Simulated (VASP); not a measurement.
Band structure of TiS₂ (space group P-3m1). All values below come from PBEsol GGA, VASP's PBE PAW potentials (set 64) (plane waves; VASP).

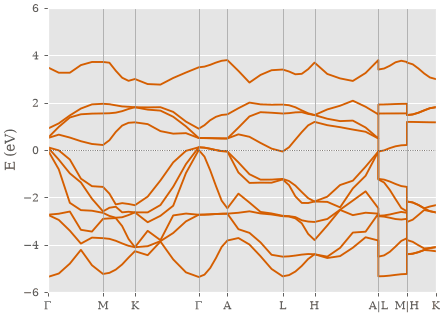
Fig. 1. Bands along high-symmetry lines, zero at the valence-band maximum or, without a gap, the Fermi level

Task: Read the plot: is there a gap, and where are the band edges?

Result: It has no gap at this level: it comes out as a metal or semimetal.

The structure is a typed TiS2 crystal (P-3m1). The cell was not relaxed at this level.
